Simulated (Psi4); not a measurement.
Single-point calculation, with input and output: COS (charge +1) (part 2 of 2)

The same run, continued: COS, charge +1, multiplicity 2; CCSD(T)/6-31G*, UHF (Psi4 1.11). The geometry is that of the parent species in another charge or spin state. The geometry comes from this level: GFN2-xTB.

Geometry of the input (Å):
```
O  0.9177  0.6827  0.5796
C  0.0927  0.0663  0.0583
S  -1.0104  -0.7490  -0.6379
```

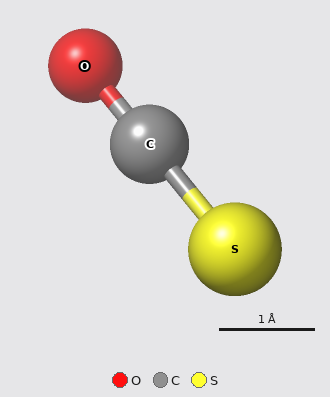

**Figure 1.** The structure (ball-and-stick view, seen at an oblique angle).

Output, continued
```
	IRREP	# MOs	# FZDC	# DOCC	# SOCC	# VIRT	# FZVR
	-----	-----	------	------	------	------	------
	 A	   46	    7	    7	    1	    31	    0
	Transforming integrals...
	IWL integrals will be deleted.
	(OO|OO)...
	Presorting SO-basis two-electron integrals.
	Sorting File: SO Ints (nn|nn) nbuckets = 1
	Constructing frozen core operators
	Starting AA/AB first half-transformation.
	Sorting AA/AB half-transformed integrals.
	Starting BB first half-transformation.
	Sorting BB half-transformed integrals.
	First half integral transformation complete.
	Starting AA second half-transformation.
	Starting AB second half-transformation.
	Starting BB second half-transformation.
	Two-electron integral transformation complete.
	(OO|OV)...
	Starting AA second half-transformation.
	Starting AB second half-transformation.
	Starting BB second half-transformation.
	Two-electron integral transformation complete.
	(OO|VV)...
	Starting AA second half-transformation.
	Starting AB second half-transformation.
	Starting BB second half-transformation.
	Two-electron integral transformation complete.
	(OV|OO)...
	Starting AA/AB first half-transformation.
	Sorting AA/AB half-transformed integrals.
	Starting BB first half-transformation.
	Sorting BB half-transformed integrals.
	First half integral transformation complete.
	Starting AA second half-transformation.
	Starting AB second half-transformation.
	Starting BB second half-transformation.
	Two-electron integral transformation complete.
	(OV|OV)...
	Starting AA second half-transformation.
	Starting AB second half-transformation.
	Starting BB second half-transformation.
	Two-electron integral transformation complete.
	(OV|VV)...
	Starting AA second half-transformation.
	Starting AB second half-transformation.
	Starting BB second half-transformation.
	Two-electron integral transformation complete.
	(VV|OO)...
	Starting AA/AB first half-transformation.
	Sorting AA/AB half-transformed integrals.
	Starting BB first half-transformation.
	Sorting BB half-transformed integrals.
	First half integral transformation complete.
	Starting AA second half-transformation.
	Starting AB second half-transformation.
	Starting BB second half-transformation.
	Two-electron integral transformation complete.
	(VV|OV)...
	Starting AA second half-transformation.
	Starting AB second half-transformation.
	Starting BB second half-transformation.
	Two-electron integral transformation complete.
	(VV|VV)...
	Starting AA second half-transformation.
	Starting AB second half-transformation.
	Starting BB second half-transformation.
	Two-electron integral transformation complete.
	Frozen core energy     =   -532.83429366703149

	Size of irrep 0 of <AB|CD> integrals:      0.216 (MW) /      1.730 (MB)
	Total:                                     0.216 (MW) /      1.730 (MB)

	Size of irrep 0 of <ab|cd> integrals:      0.246 (MW) /      1.968 (MB)
	Total:                                     0.246 (MW) /      1.968 (MB)

	Size of irrep 0 of <Ab|Cd> integrals:      0.984 (MW) /      7.873 (MB)
	Total:                                     0.984 (MW) /      7.873 (MB)

	Size of irrep 0 of <IA|BC> integrals:      0.238 (MW) /      1.907 (MB)
	Total:                                     0.238 (MW) /      1.907 (MB)

	Size of irrep 0 of <ia|bc> integrals:      0.229 (MW) /      1.835 (MB)
	Total:                                     0.229 (MW) /      1.835 (MB)

	Size of irrep 0 of <Ia|Bc> integrals:      0.254 (MW) /      2.032 (MB)
	Total:                                     0.254 (MW) /      2.032 (MB)

	Size of irrep 0 of <iA|bC> integrals:      0.215 (MW) /      1.722 (MB)
	Total:                                     0.215 (MW) /      1.722 (MB)

	Size of irrep 0 of tIjAb amplitudes:       0.056 (MW) /      0.444 (MB)
	Total:                                     0.056 (MW) /      0.444 (MB)

	Nuclear Rep. energy          =     80.18787962329472
	SCF energy                   =   -509.88252581387883
	One-electron energy          =    -97.97615907310147
	Two-electron (AA) energy     =      9.82178120981453
	Two-electron (BB) energy     =      7.49344931088945
	Two-electron (AB) energy     =     23.42481678225786
	Two-electron energy          =     40.74004730296184
	Reference energy             =   -509.88252581387638

	total time  =          1 seconds =       0.02 minutes
            **************************
            *                        *
            *        CCENERGY        *
            *                        *
            **************************

    Nuclear Rep. energy (wfn)     =   80.187879623294720
    SCF energy          (wfn)     = -509.882525813878829
    Reference energy    (file100) = -509.882525813876384

    Input parameters:
    -----------------
    Wave function   =     CCSD_T
    Reference wfn   =     UHF
    Brueckner       =     No
    Memory (Mbytes) =     1600.0
    Maxiter         =    100
    R_Convergence   =     1.0e-07
    E_Convergence   =     1.0e-06
    Restart         =     Yes
    DIIS            =     Yes
    AO Basis        =     NONE
    ABCD            =     NEW
    Cache Level     =     2
    Cache Type      =     LRU
    Print Level     =     1
    Num. of threads =     1
    # Amps to Print =     10
    Print MP2 Amps? =     No
    Analyze T2 Amps =     No
    Print Pair Ener =     No
    Local CC        =     No
    SCS-MP2         =     False
    SCSN-MP2        =     False
    SCS-CCSD        =     False

MP2 correlation energy -0.3748414432224431
                Solving CC Amplitude Equations
                ------------------------------
  Iter             Energy              RMS        T1Diag      D1Diag    New D1Diag    D2Diag
  ----     ---------------------    ---------   ----------  ----------  ----------   --------
     0        -0.374841443222443    0.000e+00    0.000000    0.000000    0.000000    0.000000
     1        -0.377817167443110    1.201e-01    0.026792    0.000000    0.000000    0.000000
     2        -0.395424176879011    4.760e-02    0.031969    0.000000    0.000000    0.000000
     3        -0.403183281653507    3.314e-02    0.045078    0.000000    0.000000    0.000000
     4        -0.403972420888158    1.323e-02    0.050784    0.000000    0.000000    0.000000
     5        -0.404044490693186    6.026e-03    0.052989    0.000000    0.000000    0.000000
     6        -0.404197969637945    2.654e-03    0.053543    0.000000    0.000000    0.000000
     7        -0.404262109300543    1.452e-03    0.053859    0.000000    0.000000    0.000000
     8        -0.404291511974931    6.341e-04    0.053940    0.000000    0.000000    0.000000
     9        -0.404286495037278    2.656e-04    0.053981    0.000000    0.000000    0.000000
    10        -0.404284908699898    9.445e-05    0.053984    0.000000    0.000000    0.000000
    11        -0.404285013434349    3.261e-05    0.053989    0.000000    0.000000    0.000000
    12        -0.404285308381055    1.162e-05    0.053989    0.000000    0.000000    0.000000
    13        -0.404285437717137    4.617e-06    0.053990    0.000000    0.000000    0.000000
    14        -0.404285473719711    2.165e-06    0.053990    0.000000    0.000000    0.000000
    15        -0.404285473269030    1.034e-06    0.053990    0.000000    0.000000    0.000000
    16        -0.404285495956479    4.580e-07    0.053990    0.000000    0.000000    0.000000
    17        -0.404285500327350    1.920e-07    0.053990    0.000000    0.000000    0.000000
    18        -0.404285498309969    7.390e-08    0.053990    0.000000    0.000000    0.000000

    Iterations converged.

    Largest TIA Amplitudes:
              3   0        -0.1164200304
              4   1        -0.0846596264
              3   9         0.0271860456
              4   8         0.0209600011
              2   7        -0.0119089332
              2   2         0.0105353289
              2   3         0.0100625072
              5   2         0.0093915770
              6   0         0.0089888475
              3  13         0.0082498107

    Largest Tia Amplitudes:
              5   2         0.1115279840
              5   0         0.0506060911
              3   1        -0.0474910445
              5  19        -0.0277565656
              5  15        -0.0211217130
              5   7         0.0207096711
              3  10         0.0147685819
              1   3        -0.0143580116
              5  24         0.0125580692
              2   3         0.0112265372

    Largest TIJAB Amplitudes:
      7   6   1   0        -0.0349273977
      7   5   2   1        -0.0308127022
      6   5   2   0        -0.0295231306
      7   6  12  11        -0.0261703828
      4   3   1   0        -0.0237614215
      7   6   6   4        -0.0162643644
      6   5  13   2         0.0142695792
      7   5   5   1        -0.0142178995
      7   5  14   2        -0.0139161692
      4   3  21  20         0.0138664129

    Largest Tijab Amplitudes:
      6   5   1   0        -0.0442425569
      5   3   2   1        -0.0370150326
      6   4   3   1        -0.0301235750
      5   3   1   0         0.0249792529
      6   4   5   1        -0.0146225857
      5   3  22  21         0.0141609132
      5   1   4   0         0.0134079873
      5   2   9   2         0.0127172738
      6   4  14   3        -0.0125263396
      3   2   9   1         0.0116662866

    Largest TIjAb Amplitudes:
      3   5   0   2        -0.0829629660
      7   6   1   1        -0.0678822900
      4   3   1   1        -0.0599255230
      3   5   0   0        -0.0596572780
      6   5   0   0        -0.0589408652
      4   5   1   2        -0.0529753896
      6   6   0   1        -0.0462670316
      7   5   1   0        -0.0440280118
      5   4   2   3        -0.0413549247
      3   3   0   1        -0.0380078056

    SCF energy       (wfn)                    = -509.882525813878829
    Reference energy (file100)                = -509.882525813876384

    Opposite-spin MP2 correlation energy      =   -0.271452857980578
    Same-spin MP2 correlation energy          =   -0.103388585241865
    Singles MP2 correlation energy            =   -0.000000000000000
    MP2 correlation energy                    =   -0.374841443222443
      * MP2 total energy                      = -510.257367257098849

    Opposite-spin CCSD correlation energy     =   -0.311200204179072
    Same-spin CCSD correlation energy         =   -0.093085294130897
    Singles CCSD correlation energy           =    0.000000000000000
    CCSD correlation energy                   =   -0.404285498309969
      * CCSD total energy                     = -510.286811312186330

            **************************
            *                        *
            *        CCTRIPLES       *
            *                        *
            **************************

    Wave function   =    CCSD_T
    Reference wfn   =      UHF

    Nuclear Rep. energy (wfn)                =   80.187879623294720
    SCF energy          (wfn)                = -509.882525813878829
    Reference energy    (file100)            = -509.882525813876384
    CCSD energy         (file100)            =   -0.404285498309969
    Total CCSD energy   (file100)            = -510.286811312186330

    Number of ijk index combinations:
    Spin Case AAA:                                  56
    Spin Case BBB:                                  35
    Spin Case AAB:                                 196
    Spin Case ABB:                                 168
    AAA (T) energy                             =   -0.000360911615350
    BBB (T) energy                             =   -0.000421199483540
    AAB (T) energy                             =   -0.007846536813322
    ABB (T) energy                             =   -0.008308779146319
    (T) energy                                   =   -0.016937427058531
      * CCSD(T) total energy                     = -510.303748739244895

    Psi4 run time: 0:00:13.12
```

Key numbers

- outcome: converged
- total energy: −510.303749 hartree
- SCF energy: −509.882526 hartree
- MP2 energy: −510.257367 hartree
- CCSD energy: −510.286811 hartree
- correlation energy: −0.421223 hartree
- (T) correction: −0.016937 hartree
- basis functions: 46
- T1 diagnostic: 0.054
- ⟨S²⟩: 0.904
- hardware: 1 thread of AMD EPYC (Zen 3), 192 GiB of memory available, shared host
- wall time: 15 s
- peak memory: 0.2 GiB

The record of the run, not the program, notes: large T1; spin contaminated. ⟨S²⟩ is 0.90 against 0.75 for a pure state: the solution is spin-contaminated.
